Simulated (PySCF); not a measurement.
# AsF3, SMILES `F[As](F)F`: electronic structure

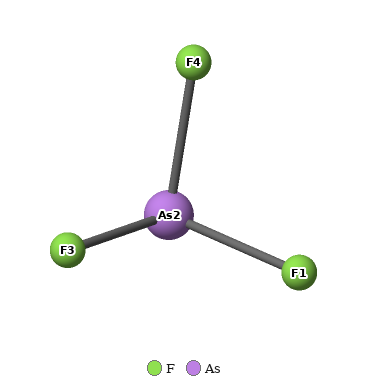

The molecule, with its atoms numbered as below. No frequency check shows the geometry to be a minimum.

Geometry (Å), atoms numbered from 1:

```
F1      -1.2144   -0.7717   -0.5185
As2     -0.0000   -0.0001    0.4242
F3       1.2756   -0.6656   -0.5185
F4      -0.0612    1.4376   -0.5183
```

### 1. Bonding charge

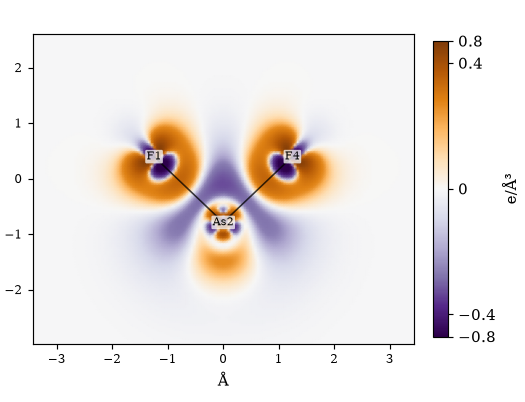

Deformation density (molecule less spherical, spin-averaged free atoms) in the plane of F1, As2 and F4; colour scale in e/Å³, logarithmic beyond ±0.1; orange: gain, purple: loss.

PySCF calculation, PBE0/def2-TZVP, gas phase; geometry: GFN2-xTB.

**How much density has each bond in this plane gained at its critical point, relative to the free atoms?**

F1–As2 and As2–F4: +0.03 e/Å³ at the bond critical point (bond length 1.72 Å, Mayer order 1.0); up to 0.6 Å beside the axis the gain reaches +0.23 e/Å³. In all, 1.0 electrons gather in the regions of gain relative to the promolecule. A small or negative value marks a very polar bond, one between electron-rich atoms, whose free-atom densities already overlap strongly, a long bond to a heavier atom, or a closed-shell contact such as a hydrogen bond.

**Where do the Hirshfeld charges lie?**

The highest Hirshfeld charge is on As2 (+0.60 e), the lowest on F1, F3 and F4 (−0.20 e).

| atom | charge (e) |
| --- | --- |
| F1 | −0.20 |
| As2 | +0.60 |
| F3 | −0.20 |
| F4 | −0.20 |

### 2. Local ionisation energy

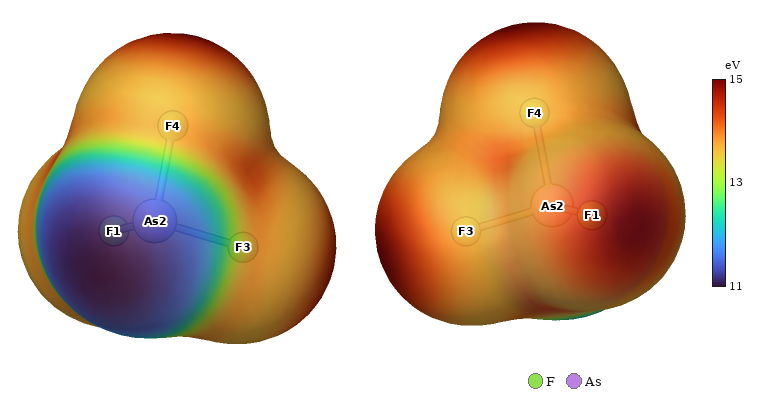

Average local ionisation energy on the surface of electron density 0.001 a.u. (back view left, front view right).

**Where are the most loosely bound electrons on this surface?**

The lowest value is 11.0 eV, 2.3 Å from As2. Further minima include 13.6 eV, 1.7 Å from F3; 13.7 eV, 1.7 Å from F3, and at like points elsewhere. For comparison, the highest occupied orbital lies at −10.1 eV.

### 3. In an electric field

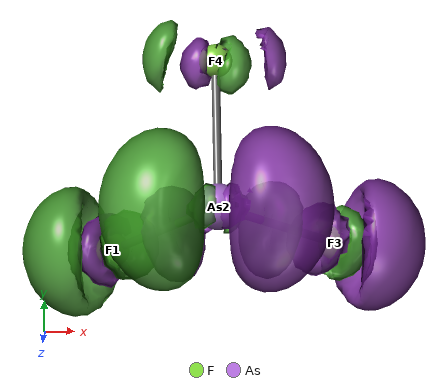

Change of the electron density in a uniform field of 0.21 V/Å, surfaces at ±0.002 e/Å³ (purple: gain, green: loss).

Level of theory: PBE0/def2-TZVP (PySCF), at a geometry from GFN2-xTB. A basis without diffuse functions makes polarisabilities too small.

The field was applied in both directions; the picture shows the one opposite to the script's first.

**Along which Cartesian direction does the field point?**

Along −x: electrons gather on the +x side, against the field.

**What dipole is induced, and what polarisability does it imply?**

The induced dipole is 0.27 D (along the field); α along this axis, from the fields in both directions, is 27 bohr³ (4.0 Å³).

### 4. Removing or adding an electron

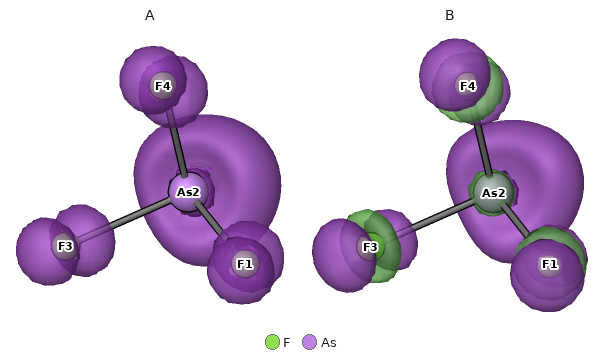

The Fukui function f⁻ from two separate SCF calculations and the density of the HOMO, at ±0.06 e/Å³ (purple positive, green negative).

Computed with PySCF, PBE0/def2-TZVP, geometry: GFN2-xTB.

**Which panel is which, and how good is the frozen-orbital picture?**

B is f⁻ (it has negative regions), A the HOMO density. The HOMO lies on As2 (54 %) and F1, F3 and F4 (15 % each); f⁻ (Hirshfeld-condensed) is largest on As2 (0.47); the vertical ionisation energy is 12.74 eV (the stability of the cation's solution wasn't checked). Relaxation shifts 7 % of the electron between atoms. The orbital energy is −10.09 eV.
